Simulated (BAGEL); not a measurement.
**HF/aug-cc-pVDZ (density fitting with qzvpp-jkfit) run of SiH3OF (SMILES O[SiH2]F)**

What is the energy change on altering one bond length of SiH3OF at HF/aug-cc-pVDZ (density fitting with qzvpp-jkfit)? 

The results are computed with BAGEL 1.2.2.

5 further runs of the same task are left out: 3 that didn't finish, 2 set aside as unsound or not needed. Runs told in other sessions of the task aren't counted.

**1. The system as given**

The species is SiH3OF (6 atoms), meant as a singlet with charge 0. SMILES: `O[SiH2]F`. The coordinates come from a PBE0-D4/def2-TZVP relaxation. This is one conformer, not always the lowest.

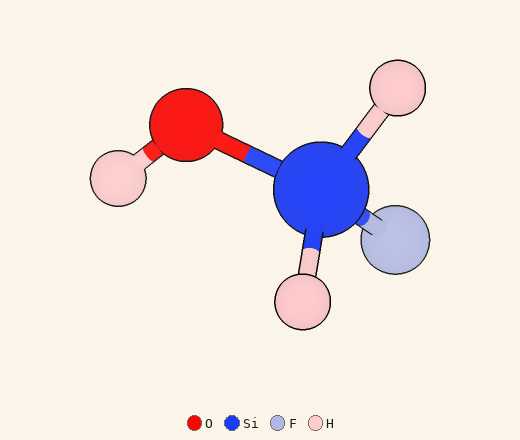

Viewed from a chosen angle; oxygen red, silicon blue, fluorine light blue, hydrogen pink.

**2. The energy at HF/aug-cc-pVDZ (density fitting with qzvpp-jkfit)**

Input file hf.json:

```json
{ "bagel" : [

{
  "title" : "molecule",
  "basis" : "aug-cc-pvdz.json",
  "df_basis" : "qzvpp-jkfit",
  "angstrom" : "true",
  "geometry" : [
    { "atom" : "O", "xyz" : [   -0.853500,   -0.209200,   -0.924100 ] },
    { "atom" : "Si", "xyz" : [    0.378300,   -0.009300,    0.123900 ] },
    { "atom" : "F", "xyz" : [    0.180800,   -0.922800,    1.417800 ] },
    { "atom" : "H", "xyz" : [   -1.714200,    0.150200,   -0.705600 ] },
    { "atom" : "H", "xyz" : [    1.595600,   -0.458500,   -0.575800 ] },
    { "atom" : "H", "xyz" : [    0.455100,    1.385600,    0.617600 ] }
  ]
},
{
  "title" : "hf"
},
{
  "title" : "print",
  "file" : "orbitals.molden",
  "orbitals" : "true"
}

]}
```

The basis set aug-cc-pVDZ is read from a file made from the Basis Set Exchange's data (not shown).

Started as:

```sh
$ BAGEL_NUM_THREADS=1 BAGEL hf.json > hf.out
```

The program printed:

```text
* using 1 threads per process

  ===============================================================
  ===============================================================

  *** Geometry ***

  { "atom" : "O", "xyz" : [     -1.612881,     -0.395331,     -1.746296 ] },
  { "atom" : "Si", "xyz" : [      0.714883,     -0.017574,      0.234137 ] },
  { "atom" : "F", "xyz" : [      0.341662,     -1.743839,      2.679254 ] },
  { "atom" : "H", "xyz" : [     -3.239369,      0.283837,     -1.333391 ] },
  { "atom" : "H", "xyz" : [      3.015247,     -0.866439,     -1.088104 ] },
  { "atom" : "H", "xyz" : [      0.860014,      2.618405,      1.167095 ] },

  Number of auxiliary basis functions:      336

  Since a DF basis is specified, we compute 2- and 3-index integrals:
    o Being stored without compression. Storage requirement is 0.027 GB

  Number of basis functions:      100
  Number of electrons      :       34

    * METHOD: MOLECULE                             0.10

  *** RHF ***

  === Nuclear Repulsion ===
   119.5284298049

      * DIIS with orbital gradients will be used.

  === RHF iteration (aug-cc-pvdz.json) ===
      0       -464.81491881          0.02007532           0.03
      1       -464.98414865          0.01495626           0.03
      2       -465.10653670          0.00143203           0.03
      3       -465.10771524          0.00019764           0.03
      4       -465.10773678          0.00007856           0.03
      5       -465.10774042          0.00002420           0.03
      6       -465.10774094          0.00000752           0.03
      7       -465.10774099          0.00000216           0.03
      8       -465.10774099          0.00000090           0.03
      9       -465.10774099          0.00000020           0.03
     10       -465.10774099          0.00000006           0.03
     11       -465.10774099          0.00000003           0.03
     12       -465.10774099          0.00000001           0.03
     13       -465.10774099          0.00000000           0.03
    * SCF iteration converged.

    * Permanent dipole moment:
           (    0.264748,    -0.608253,     0.135091) a.u.

    * METHOD: HF                                   0.52

    * METHOD: PRINT                                0.02

  ===============================================================
```

It took 0.76 s on 1 thread of Arm Neoverse V2, shared host.

**3. The distorted shape**

Input file input.json:

```json
{ "bagel" : [

{
  "title" : "molecule",
  "basis" : "aug-cc-pvdz.json",
  "df_basis" : "qzvpp-jkfit",
  "angstrom" : true,
  "geometry" : [
    { "atom" : "O", "xyz" : [   -1.038240,   -0.239180,   -1.081274 ] },
    { "atom" : "Si", "xyz" : [    0.378300,   -0.009300,    0.123900 ] },
    { "atom" : "F", "xyz" : [    0.180800,   -0.922800,    1.417800 ] },
    { "atom" : "H", "xyz" : [   -1.898940,    0.120220,   -0.862774 ] },
    { "atom" : "H", "xyz" : [    1.595600,   -0.458500,   -0.575800 ] },
    { "atom" : "H", "xyz" : [    0.455100,    1.385600,    0.617600 ] }
  ]
},
{ "title" : "hf" },
{ "title" : "print", "file" : "orbitals.molden", "orbitals" : true }

]}
```

The basis set aug-cc-pVDZ is read from a file made from the Basis Set Exchange's data (not shown).

Started as:

```sh
$ BAGEL_NUM_THREADS=1 BAGEL input.json > input.out
```

The program printed:

```text
* using 1 threads per process

  ===============================================================
  ===============================================================

  *** Geometry ***

  { "atom" : "O", "xyz" : [     -1.961989,     -0.451985,     -2.043312 ] },
  { "atom" : "Si", "xyz" : [      0.714883,     -0.017574,      0.234137 ] },
  { "atom" : "F", "xyz" : [      0.341662,     -1.743839,      2.679254 ] },
  { "atom" : "H", "xyz" : [     -3.588477,      0.227183,     -1.630407 ] },
  { "atom" : "H", "xyz" : [      3.015247,     -0.866439,     -1.088104 ] },
  { "atom" : "H", "xyz" : [      0.860014,      2.618405,      1.167095 ] },

  Number of auxiliary basis functions:      336

  Since a DF basis is specified, we compute 2- and 3-index integrals:
    o Being stored without compression. Storage requirement is 0.027 GB

  Number of basis functions:      100
  Number of electrons      :       34

    * METHOD: MOLECULE                             0.10

  *** RHF ***

  === Nuclear Repulsion ===
   113.0742649330

      * DIIS with orbital gradients will be used.

  === RHF iteration (aug-cc-pvdz.json) ===
      0       -464.75627641          0.02164136           0.03
      1       -464.91980852          0.01781441           0.03
      2       -465.08512122          0.00161241           0.03
      3       -465.08656108          0.00055343           0.03
      4       -465.08677648          0.00013421           0.03
      5       -465.08679165          0.00003251           0.03
      6       -465.08679308          0.00000924           0.03
      7       -465.08679320          0.00000269           0.03
      8       -465.08679321          0.00000133           0.03
      9       -465.08679321          0.00000037           0.03
     10       -465.08679321          0.00000016           0.03
     11       -465.08679321          0.00000008           0.03
     12       -465.08679321          0.00000002           0.03
     13       -465.08679321          0.00000001           0.03
    * SCF iteration converged.

    * Permanent dipole moment:
           (   -0.113321,    -0.655906,    -0.131944) a.u.

    * METHOD: HF                                   0.52

    * METHOD: PRINT                                0.02

  ===============================================================
```

Wall time 0.78 s (1 thread of Arm Neoverse V2, shared host).

**4. What came out**

At HF/aug-cc-pVDZ (density fitting with qzvpp-jkfit):

| quantity | value |
| --- | --- |
| first shape: total energy | -465.10774 Eh |
| first shape: dipole moment | 1.72 D |
| first shape: HOMO energy | -13.02 eV |
| first shape: LUMO energy | 0.93 eV |
| first shape: HOMO–LUMO gap | 13.95 eV |
| distorted shape: total energy | -465.08679 Eh |
| distorted shape: dipole moment | 1.72 D |
| distorted shape: HOMO energy | -13.25 eV |
| distorted shape: LUMO energy | 1.01 eV |
| distorted shape: HOMO–LUMO gap | 14.25 eV |
| energy change with the O1–Si2 bond stretched from 1.630 to 1.874 Å | 0.570 eV |

What this shows: With the O1–Si2 bond stretched from 1.630 to 1.874 Å the energy rises by 0.57 eV (13.1 kcal/mol). The first shape isn't relaxed at this level, so the change isn't measured from a minimum.
